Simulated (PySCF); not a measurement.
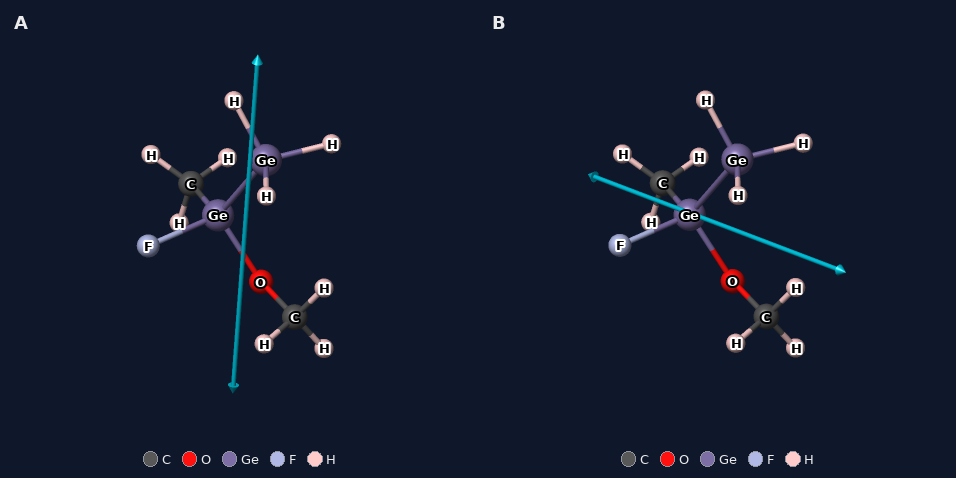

The double arrows show the directions of two transition dipoles from the ground state (lengths mean nothing). Computed geometry: GFN2-xTB optimisation. No frequency run is at hand to confirm it as a minimum. Properties computed with TDDFT ωB97X-D/def2-SVPD, vertical, gas phase, core orbitals frozen in the response (PySCF 2.14.0).

Question: One belongs to singlet state 2 and one to singlet state 5. Which is which?

Answer: A: state 5, 7.49 eV (166 nm), oscillator strength 0.065, of mixed character, with the largest part HOMO−1 → LUMO+2 (weight 0.38).
B: state 2, 7.09 eV (175 nm), oscillator strength 0.065, mainly HOMO → LUMO+2 (weight 0.61).

The geometry is semi-empirical. Around Ge such bond lengths and angles can be off by a tenth of an ångström or more and by several degrees, and values that hang on the shape move with them.
